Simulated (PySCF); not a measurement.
## Electronic structure of C5H9BSi in real space

Input

```
{"job": {"kind": "nmr", "xc": "PBE", "basis": "pcSseg-1", "solvent": "methanol", "pop": false}, "charge": 0, "multiplicity": 1}
C     -2.448439     1.067610     0.822992
C     -1.998465     0.234938     0.088925
C     -1.423691    -0.774054    -0.762149
Si    -0.014763    -1.729446     0.138647
B      1.403986    -0.519308     0.765290
C      1.406449     0.956914     0.332133
C      1.968515     1.582173    -0.692766
H     -2.865689     1.801772     1.444995
H     -1.025681    -0.291156    -1.657926
H     -2.211033    -1.459378    -1.080653
H      0.436736    -2.732402    -0.849407
H     -0.679889    -2.506999     1.203396
H      2.225446    -0.888718     1.518036
H      0.794225     1.562864     1.002974
H      1.852698     2.640088    -0.865949
H      2.579597     1.055102    -1.408540
```

Run with:

```sh
OMP_NUM_THREADS=1 python ens_run.py task.json out
```

Geometry: GFN2-xTB.

These are results of PBE/pcSseg-1, SCF density, in a methanol solvent model, non-relativistic (PySCF), not measurements.

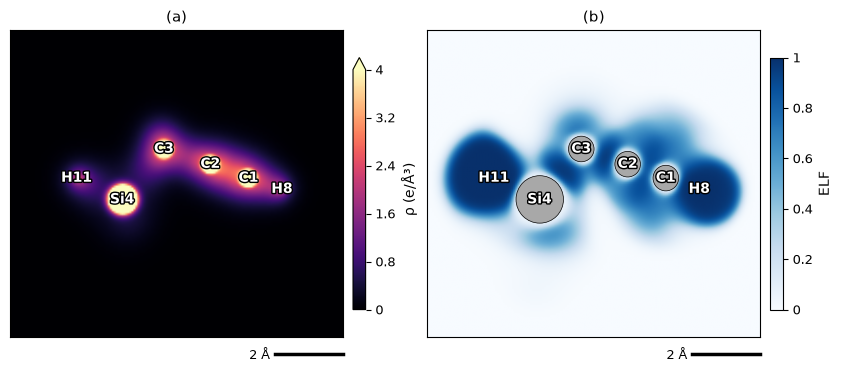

Figure 1. (a) total electron density; (b) electron localisation function on the plane of atoms C3, Si4 and H11. Grey discs cover the atomic cores in the ELF map.

Interpret the plot.

Atoms in the plane: C, Si and H. C–C (1.20 Å): ρ at the midpoint is about 2.7 e/Å³; the ELF peaks at about 0.85 between the atoms: a short, multiple covalent bond. C–Si (1.93 Å): ρ is about 0.85 e/Å³ halfway; the ELF peaks at about 0.95 between the atoms; a shared electron pair. C–H (1.05 Å): ρ at the midpoint is about 2.1 e/Å³; the ELF climbs to about 1 towards the hydrogen, as it does in any bond to H (an ordinary covalent bond to hydrogen).

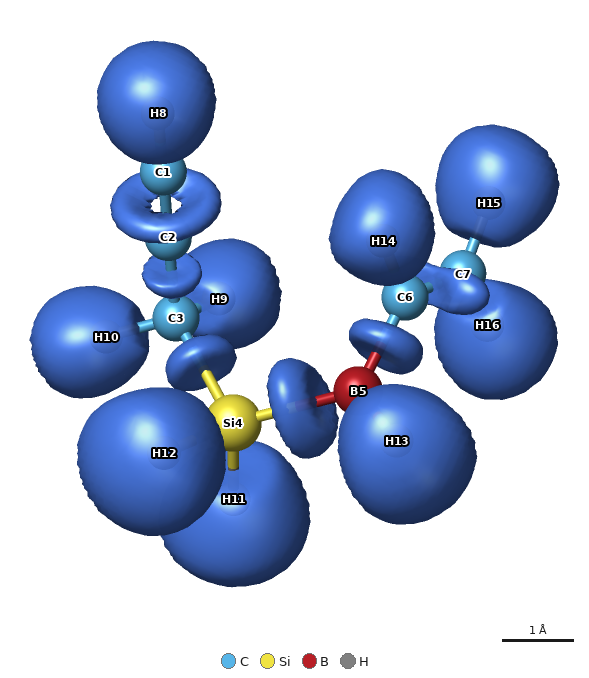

Figure 2. Isosurface of the electron localisation function at 0.85 (blue), seen across its widest extent. Core shells and regions of very low density are left out.

Identify the bonds, lone pairs and shells in this picture.

The surface consists of one region between bonded B–C atoms (shared pairs), one region between bonded B–Si atoms (shared pairs), three regions between bonded C–C atoms (shared pairs), one region between bonded C–Si atoms (shared pairs) and nine regions around hydrogen nuclei. Profiles from the grid: C–B (1.54 Å): the ELF peaks at about 0.95 between the atoms, as expected for localised, covalent bonding.

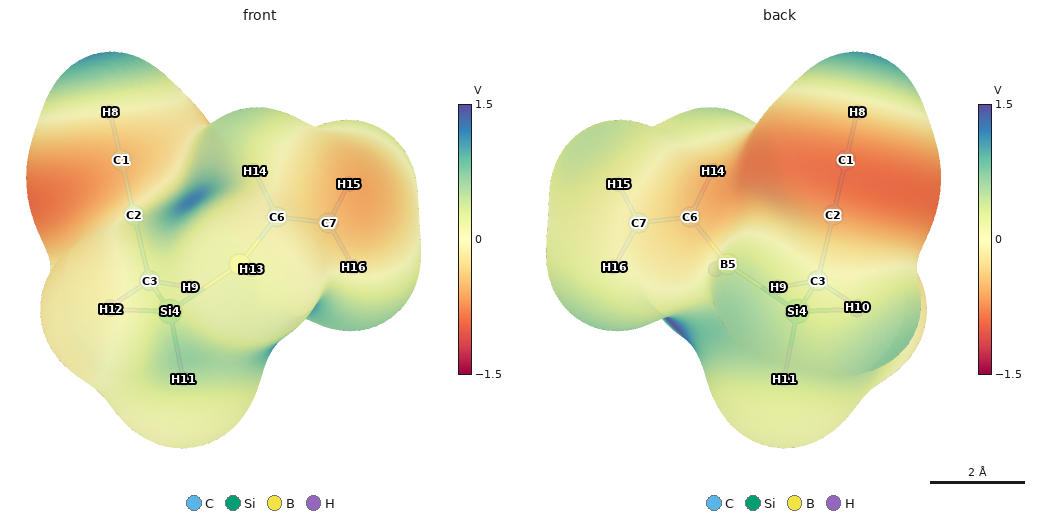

Figure 3. The molecular electrostatic potential painted on the density surface at 0.001 e/bohr³, seen from the front and from behind; the colour scale runs from red (negative) to blue (positive).

Where is the surface potential most negative and most positive?

The most negative region (about −0.9 V) lies over C1 and C2, the most positive (about +1.3 V) over B5.

How polar is the molecule by this calculation?

Its dipole moment is 0.87 D.
